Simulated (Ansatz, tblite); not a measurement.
**Ge(OH)Cl3 (Cl3GeHO): charged states by level of theory**

What does removing or adding an electron cost or gain for Ge(OH)Cl3 (Cl3GeHO)? Each charged state is run at several levels.

The runs use Ansatz 0.2.0, Gaussian basis; as each input shows.

Levels to be run: charge +1 doublet, at the geometry of the singlet (PBE0-D4/def2-TZVP, PBE-D4/def2-TZVP, r2SCAN-D4/def2-TZVP); charge -1 doublet, at the geometry of the singlet (PBE0-D4/def2-TZVPD, PBE-D4/def2-TZVPD, r2SCAN-D4/def2-TZVPD); the starting singlet's energies come from earlier runs.

2 further runs of the same task are left out: 2 set aside as unsound or not needed.

## 1. The relaxed structure

The geometry is that of the singlet, from an earlier relaxation (PBE0-D4/def2-SVP).

6 atoms, charge 0, spin multiplicity 1.

Atoms are counted from 1 here; the program's logs count them from 0.

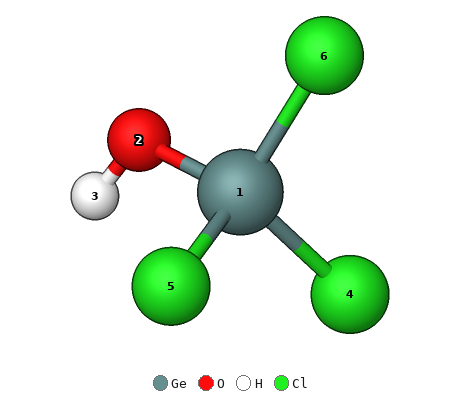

The structure; germanium teal, oxygen red, hydrogen white, chlorine green; atoms are numbered from 1 in the order of the file.

Coordinates:

```xyz
6
Cl3GeHO
Ge   -0.0661   -0.1212   -0.2922
O    -0.0778   -0.1302    1.4550
H     0.3509    0.6439    1.8413
Cl    1.9290   -0.1090   -1.0467
Cl   -1.0669    1.6007   -1.0564
Cl   -1.0691   -1.8843   -0.9010
```

## 2. Charge +1 doublet at the fixed geometry, first pass, PBE0-D4/def2-SVP

Contents of in.yaml:

```yaml
crystal:
  periodic: [false, false, false]
  atoms:
    - {symbol: Ge, position_ang: [-0.066133, -0.121195, -0.292159]}
    - {symbol: O, position_ang: [-0.077815, -0.130168, 1.454989]}
    - {symbol: H, position_ang: [0.350948, 0.643908, 1.841281]}
    - {symbol: Cl, position_ang: [1.928990, -0.108956, -1.046736]}
    - {symbol: Cl, position_ang: [-1.066920, 1.600671, -1.056391]}
    - {symbol: Cl, position_ang: [-1.069070, -1.884270, -0.900984]}
basis:
  gaussian: {orbitals: def2-SVP}
total_charge: 1
magnetization: {spin_polarized: true, initial_magnetization: 1}
hamiltonian: {xc: pbe0, dispersion: d4}
output: {orbitals: {seedname: orbitals}}
```

On the command line:

```bash
> ansatz run in.yaml --threads 4 --pin off --events-out ev --progress --plain --max-ram 3916MiB
```

The program printed:

```text
Functional definition: PBE0
  name "PBE0"
  cite "Adamo & Barone, J. Chem. Phys. 110, 6158 (1999) doi:10.1063/1.478522"
  cite "Perdew, Burke & Ernzerhof, Phys. Rev. Lett. 77, 3865 (1996) doi:10.1103/PhysRevLett.77.3865"
  parent pbe
  parameter a = 0.25
  parameter kappa = 0.804
  parameter beta = 0.06672455060314922
  exchange = (1 - a)*pbe_x(kappa = kappa, mu = beta*pi^2/3) + a*exact_x
  correlation = pbe_c(beta = beta)
968 factors; integrals over basis functions are off by at most 9.4e-4 eV
mean field evaluation 1: about -96092.4556 eV, gradient 4.6e1 eV
mean field evaluation 2: about -96033.5425 eV, gradient 1.1e2 eV
mean field evaluation 4: about -96099.7723 eV, gradient 8.7e0 eV
mean field evaluation 8: about -96100.1249 eV, gradient 3.0e-1 eV
mean field evaluation 16: about -96100.2097 eV, gradient 4.0e-2 eV
mean field evaluation 32: about -96100.2180 eV, gradient 5.1e-5 eV
mean field evaluation 64: about -96099.9865 eV, gradient 4.5e0 eV
mean field -96100.21796483 eV, -3531.6178711402 hartree, gradient 7.6e-6 eV, S^2 0.754074; 7 other end points of the search recorded, 0 dependent functions left out
reference -96100.21798605 eV, -3531.6178719200 hartree; 46, 45 occupied and 59, 60 virtual orbitals, 968 factors
Total energy: -96100.40394989 eV, -3531.6247059650 hartree
```

It took 38 s on 4 threads of Intel Xeon at 2.50GHz, shared host.

Report: HOMO -14.83 eV, LUMO -13.60 eV (over both spins); ⟨S²⟩ 0.754 (pure: 0.75); the next solution that the search met lies 0.004 eV higher.

## 3. Charge +1 doublet at the fixed geometry, PBE0-D4/def2-TZVP

start.molden holds the orbitals of an earlier run on this state, given as this run's starting guess.

Edit in.yaml of step 2 so:

```diff
@@ -10,3 +10,3 @@
 basis:
-  gaussian: {orbitals: def2-SVP}
+  gaussian: {orbitals: def2-TZVP, initial_orbitals: start.molden}
 total_charge: 1
@@ -14,2 +14,3 @@
 hamiltonian: {xc: pbe0, dispersion: d4}
+scf: {omitted_lower_state_checks: [starts]}
 output: {orbitals: {seedname: orbitals}}
```

Same command.

The program printed (excerpt; [...] marks lines left out):

```text
Functional definition: PBE0
  name "PBE0"
  cite "Adamo & Barone, J. Chem. Phys. 110, 6158 (1999) doi:10.1063/1.478522"
  cite "Perdew, Burke & Ernzerhof, Phys. Rev. Lett. 77, 3865 (1996) doi:10.1103/PhysRevLett.77.3865"
  parent pbe
[...]
1400 factors; their error is unknown
[...]
mean field -96122.96000572 eV, -3532.4536257278 hartree, gradient 6.2e-6 eV, S^2 0.755352; 0 other end points of the search recorded, 0 dependent functions left out
reference -96122.96003189 eV, -3532.4536266895 hartree; 46, 45 occupied and 150, 151 virtual orbitals, 1400 factors
Total energy: -96123.14599573 eV, -3532.4604607345 hartree
Checks for a lower state left out: starts
```

Run time: 44 s. Hardware: 4 threads of Intel Xeon at 2.50GHz, shared host; peak memory 1.4 GiB.

From the report: HOMO -14.80 eV, LUMO -13.52 eV (over both spins); ⟨S²⟩ 0.755 (pure: 0.75).

## 4. Charge +1 doublet at the fixed geometry, PBE-D4/def2-TZVP

Edit in.yaml of step 3 so:

```diff
@@ -13,3 +13,3 @@
 magnetization: {spin_polarized: true, initial_magnetization: 1}
-hamiltonian: {xc: pbe0, dispersion: d4}
+hamiltonian: {xc: pbe, dispersion: d4}
 scf: {omitted_lower_state_checks: [starts]}
```

Launched as before.

The program printed:

```text
Functional definition: PBE
  name "PBE"
  cite "Perdew, Burke & Ernzerhof, Phys. Rev. Lett. 77, 3865 (1996) doi:10.1103/PhysRevLett.77.3865"
  parent pbe
  parameter kappa = 0.804
  parameter beta = 0.06672455060314922
  exchange = pbe_x(kappa = kappa, mu = beta*pi^2/3)
  correlation = pbe_c(beta = beta)
these checks for a lower state are left out or cut short: starts
1321 factors; their error is unknown
mean field evaluation 1: about -96119.0212 eV, gradient 1.2e1 eV
mean field evaluation 2: about -96119.2056 eV, gradient 4.4e-1 eV
mean field evaluation 4: about -96119.2281 eV, gradient 7.6e-2 eV
mean field evaluation 8: about -96119.2179 eV, gradient 2.6e-5 eV
mean field evaluation 16: about -96119.2179 eV, gradient 2.5e-6 eV
mean field -96119.21789835 eV, -3532.3161058186 hartree, gradient 2.3e-6 eV, S^2 0.751640; 0 other end points of the search recorded, 0 dependent functions left out
reference -96119.21793368 eV, -3532.3161071167 hartree; 46, 45 occupied and 150, 151 virtual orbitals, 1321 factors
Total energy: -96119.43405957 eV, -3532.3240495966 hartree
Checks for a lower state left out: starts
```

Run time: 20 s. Hardware: 4 threads of Intel Xeon at 2.50GHz, shared host; peak memory 0.56 GiB.

From the report: HOMO -13.57 eV, LUMO -13.62 eV (over both spins; with the spin held, an empty level of the minority spin lies below the top filled one); ⟨S²⟩ 0.752 (pure: 0.75).

## 5. Charge +1 doublet at the fixed geometry, r2SCAN-D4/def2-TZVP

Edit in.yaml of step 4 so:

```diff
@@ -13,3 +13,3 @@
 magnetization: {spin_polarized: true, initial_magnetization: 1}
-hamiltonian: {xc: pbe, dispersion: d4}
+hamiltonian: {xc: r2scan, dispersion: d4}
 scf: {omitted_lower_state_checks: [starts]}
```

The command is unchanged.

The program printed (excerpt; [...] marks lines left out):

```text
Functional definition: r2SCAN
  name "r2SCAN"
  cite "Furness, Kaplan, Ning, Perdew & Sun, J. Phys. Chem. Lett. 11, 8208 (2020) doi:10.1021/acs.jpclett.0c02405"
  cite "Furness, Kaplan, Ning, Perdew & Sun, J. Phys. Chem. Lett. 11, 9248 (2020) doi:10.1021/acs.jpclett.0c03077"
  parent r2scan
[...]
1321 factors; their error is unknown
[...]
mean field -96141.31593339 eV, -3533.1281936276 hartree, gradient 1.9e-6 eV, S^2 0.753229; 0 other end points of the search recorded, 0 dependent functions left out
reference -96141.31594324 eV, -3533.1281939897 hartree; 46, 45 occupied and 150, 151 virtual orbitals, 1321 factors
Total energy: -96141.36467018 eV, -3533.1299846717 hartree
Checks for a lower state left out: starts
```

Run time: 37 s. Hardware: 4 threads of Intel Xeon at 2.50GHz, shared host; peak memory 0.63 GiB.

Report: HOMO -13.88 eV, LUMO -13.88 eV (over both spins; with the spin held, an empty level of the minority spin lies below the top filled one); ⟨S²⟩ 0.753 (pure: 0.75).

## 6. Vertical ionisation energy

Charged state less starting state, singlet to doublet; the starting state's energies are those of its earlier runs.

| level | vertical ionisation energy (eV) | time |
| --- | --- | --- |
| PBE-D4/def2-TZVP | +10.84 | 28 s |
| r2SCAN-D4/def2-TZVP | +11.17 | 47 s |
| PBE0-D4/def2-TZVP | +11.53 | 55 s |

Times add the two runs; a level without a time comes out of a correlated run.

Beside −ε(HOMO) of the starting state:

| level | −ε(HOMO) (eV) | by difference (eV) | mismatch (eV) |
| --- | --- | --- | --- |
| PBE-D4/def2-TZVP | 7.99 | 10.84 | -2.84 |
| r2SCAN-D4/def2-TZVP | 8.41 | 11.17 | -2.75 |
| PBE0-D4/def2-TZVP | 9.50 | 11.53 | -2.03 |

## 7. Charge -1 doublet at the fixed geometry, first pass, PBE0-D4/def2-SVP

Edit in.yaml of step 5 so:

```diff
@@ -10,7 +10,6 @@
 basis:
-  gaussian: {orbitals: def2-TZVP, initial_orbitals: start.molden}
-total_charge: 1
+  gaussian: {orbitals: def2-SVP}
+total_charge: -1
 magnetization: {spin_polarized: true, initial_magnetization: 1}
-hamiltonian: {xc: r2scan, dispersion: d4}
-scf: {omitted_lower_state_checks: [starts]}
+hamiltonian: {xc: pbe0, dispersion: d4}
 output: {orbitals: {seedname: orbitals}}
```

The command is unchanged.

The program printed:

```text
Functional definition: PBE0
  name "PBE0"
  cite "Adamo & Barone, J. Chem. Phys. 110, 6158 (1999) doi:10.1063/1.478522"
  cite "Perdew, Burke & Ernzerhof, Phys. Rev. Lett. 77, 3865 (1996) doi:10.1103/PhysRevLett.77.3865"
  parent pbe
  parameter a = 0.25
  parameter kappa = 0.804
  parameter beta = 0.06672455060314922
  exchange = (1 - a)*pbe_x(kappa = kappa, mu = beta*pi^2/3) + a*exact_x
  correlation = pbe_c(beta = beta)
968 factors; integrals over basis functions are off by at most 9.4e-4 eV
mean field evaluation 1: about -96108.5918 eV, gradient 2.6e1 eV
mean field evaluation 2: about -96102.8836 eV, gradient 4.8e1 eV
mean field evaluation 4: about -96111.0515 eV, gradient 2.1e0 eV
mean field evaluation 8: about -96111.1439 eV, gradient 1.6e-1 eV
mean field evaluation 16: about -96111.1443 eV, gradient 2.8e-4 eV
mean field -96111.14432540 eV, -3532.0194074848 hartree, gradient 5.4e-5 eV, S^2 0.751735; 0 other end points of the search recorded, 0 dependent functions left out
reference -96111.14434756 eV, -3532.0194082993 hartree; 47, 46 occupied and 58, 59 virtual orbitals, 968 factors
Total energy: -96111.35841320 eV, -3532.0272750667 hartree
```

Wall time 6 s (4 threads of Intel Xeon at 2.50GHz, shared host).

From the report: HOMO 2.63 eV, LUMO 4.90 eV (over both spins); ⟨S²⟩ 0.752 (pure: 0.75). Doubts: highest occupied level lies above zero.

## 8. Charge -1 doublet at the fixed geometry, PBE0-D4/def2-TZVPD

Edit in.yaml of step 7 so:

```diff
@@ -10,3 +10,3 @@
 basis:
-  gaussian: {orbitals: def2-SVP}
+  gaussian: {orbitals: def2-TZVPD, initial_orbitals: start.molden}
 total_charge: -1
@@ -14,2 +14,3 @@
 hamiltonian: {xc: pbe0, dispersion: d4}
+scf: {omitted_lower_state_checks: [starts]}
 output: {orbitals: {seedname: orbitals}}
```

The command is unchanged.

The program printed:

```text
Functional definition: PBE0
  name "PBE0"
  cite "Adamo & Barone, J. Chem. Phys. 110, 6158 (1999) doi:10.1063/1.478522"
  cite "Perdew, Burke & Ernzerhof, Phys. Rev. Lett. 77, 3865 (1996) doi:10.1103/PhysRevLett.77.3865"
  parent pbe
  parameter a = 0.25
  parameter kappa = 0.804
  parameter beta = 0.06672455060314922
  exchange = (1 - a)*pbe_x(kappa = kappa, mu = beta*pi^2/3) + a*exact_x
  correlation = pbe_c(beta = beta)
these checks for a lower state are left out or cut short: starts
1585 factors; their error is unknown
mean field evaluation 1: about -96129.0284 eV, gradient 1.5e2 eV
mean field evaluation 2: about -96133.6449 eV, gradient 7.2e0 eV
mean field evaluation 4: about -96134.5419 eV, gradient 6.4e-2 eV
mean field evaluation 8: about -96134.8683 eV, gradient 2.2e-5 eV
mean field -96134.86834970 eV, -3532.8912492972 hartree, gradient 2.9e-5 eV, S^2 0.751607; 0 other end points of the search recorded, 0 dependent functions left out
reference -96134.86838449 eV, -3532.8912505758 hartree; 47, 46 occupied and 194, 195 virtual orbitals, 1585 factors
Total energy: -96135.08245014 eV, -3532.8991173432 hartree
Checks for a lower state left out: starts
```

Run time: 31 s. Hardware: 4 threads of Intel Xeon at 2.50GHz, shared host; peak memory 1.1 GiB.

Report: HOMO 1.17 eV, LUMO 2.75 eV (over both spins); ⟨S²⟩ 0.752 (pure: 0.75). Doubts: highest occupied level lies above zero.

## 9. Charge -1 doublet at the fixed geometry, PBE-D4/def2-TZVPD

Edit in.yaml of step 8 so:

```diff
@@ -13,3 +13,3 @@
 magnetization: {spin_polarized: true, initial_magnetization: 1}
-hamiltonian: {xc: pbe0, dispersion: d4}
+hamiltonian: {xc: pbe, dispersion: d4}
 scf: {omitted_lower_state_checks: [starts]}
```

Same command.

The program printed:

```text
Functional definition: PBE
  name "PBE"
  cite "Perdew, Burke & Ernzerhof, Phys. Rev. Lett. 77, 3865 (1996) doi:10.1103/PhysRevLett.77.3865"
  parent pbe
  parameter kappa = 0.804
  parameter beta = 0.06672455060314922
  exchange = pbe_x(kappa = kappa, mu = beta*pi^2/3)
  correlation = pbe_c(beta = beta)
these checks for a lower state are left out or cut short: starts
1448 factors; their error is unknown
mean field evaluation 1: about -96130.5213 eV, gradient 1.2e1 eV
mean field evaluation 2: about -96130.6759 eV, gradient 2.2e-1 eV
mean field evaluation 4: about -96130.6677 eV, gradient 2.6e-3 eV
mean field -96130.66765910 eV, -3532.7368767652 hartree, gradient 4.7e-5 eV, S^2 0.750554; 0 other end points of the search recorded, 0 dependent functions left out
reference -96130.66770478 eV, -3532.7368784440 hartree; 47, 46 occupied and 194, 195 virtual orbitals, 1448 factors
Total energy: -96130.91630762 eV, -3532.7460144298 hartree
Checks for a lower state left out: starts
```

Run time: 11 s. Hardware: 4 threads of Intel Xeon at 2.50GHz, shared host.

Report: HOMO 1.55 eV, LUMO 1.92 eV (over both spins); ⟨S²⟩ 0.751 (pure: 0.75). Doubts: highest occupied level lies above zero.

## 10. Charge -1 doublet at the fixed geometry, r2SCAN-D4/def2-TZVPD

Edit in.yaml of step 9 so:

```diff
@@ -13,3 +13,3 @@
 magnetization: {spin_polarized: true, initial_magnetization: 1}
-hamiltonian: {xc: pbe, dispersion: d4}
+hamiltonian: {xc: r2scan, dispersion: d4}
 scf: {omitted_lower_state_checks: [starts]}
```

The command is unchanged.

The program printed:

```text
Functional definition: r2SCAN
  name "r2SCAN"
  cite "Furness, Kaplan, Ning, Perdew & Sun, J. Phys. Chem. Lett. 11, 8208 (2020) doi:10.1021/acs.jpclett.0c02405"
  cite "Furness, Kaplan, Ning, Perdew & Sun, J. Phys. Chem. Lett. 11, 9248 (2020) doi:10.1021/acs.jpclett.0c03077"
  parent r2scan
  parameter k0 = 0.174
  parameter k1 = 0.065
  parameter a1 = 4.9479
  exchange = r2scan_x(k0 = k0, k1 = k1, a1 = a1)
  correlation = r2scan_c
these checks for a lower state are left out or cut short: starts
1448 factors; their error is unknown
mean field evaluation 1: about -96152.8207 eV, gradient 8.4e0 eV
mean field evaluation 2: about -96152.8689 eV, gradient 1.0e-1 eV
mean field evaluation 4: about -96152.8559 eV, gradient 2.7e-3 eV
mean field -96152.85594289 eV, -3533.5522811546 hartree, gradient 4.6e-5 eV, S^2 0.751804; 0 other end points of the search recorded, 0 dependent functions left out
reference -96152.85597921 eV, -3533.5522824894 hartree; 47, 46 occupied and 194, 195 virtual orbitals, 1448 factors
Total energy: -96152.91256377 eV, -3533.5543619336 hartree
Checks for a lower state left out: starts
```

It took 22 s on 4 threads of Intel Xeon at 2.50GHz, shared host; peak memory 0.56 GiB.

From the report: HOMO 1.68 eV, LUMO 2.39 eV (over both spins); ⟨S²⟩ 0.752 (pure: 0.75). Doubts: highest occupied level lies above zero.

## 11. Vertical electron affinity

Starting state less charged state (positive: the electron is bound), singlet to doublet; the starting state's energies are those of its earlier runs.

| level | vertical electron affinity (eV) | time |
| --- | --- | --- |
| PBE-D4/def2-TZVPD | +0.54 | 18 s |
| r2SCAN-D4/def2-TZVPD | +0.30 | 33 s |
| PBE0-D4/def2-TZVPD | +0.32 | 44 s |

Times add the two runs; a level without a time comes out of a correlated run.

Beside −ε(LUMO) of the starting state:

| level | −ε(LUMO) (eV) | by difference (eV) | mismatch (eV) |
| --- | --- | --- | --- |
| PBE-D4/def2-TZVPD | 2.91 | 0.54 | +2.37 |
| r2SCAN-D4/def2-TZVPD | 2.62 | 0.30 | +2.31 |
| PBE0-D4/def2-TZVPD | 1.92 | 0.32 | +1.60 |

## 12. What came out

| quantity | value |
| --- | --- |
| vertical ionisation energy, functionals in def2-TZVP | 10.84 (PBE-D4) to 11.53 eV (PBE0-D4) |
| vertical electron affinity, functionals in def2-TZVPD | 0.30 (r2SCAN-D4) to 0.54 eV (PBE-D4) |

What this shows: The vertical ionisation energy spans 10.84 to 11.53 eV over the functionals. −ε(HOMO) misses the level's own difference by -2.03 eV at best (PBE0-D4) and -2.84 eV at worst (PBE-D4). The vertical electron affinity spans 0.30 to 0.54 eV over the functionals. The anion's highest level lies above zero where self-interaction lifts it, so diffuse functions weigh on these values. −ε(LUMO) misses the level's own difference by +1.60 eV at best (PBE0-D4) and +2.37 eV at worst (PBE-D4).
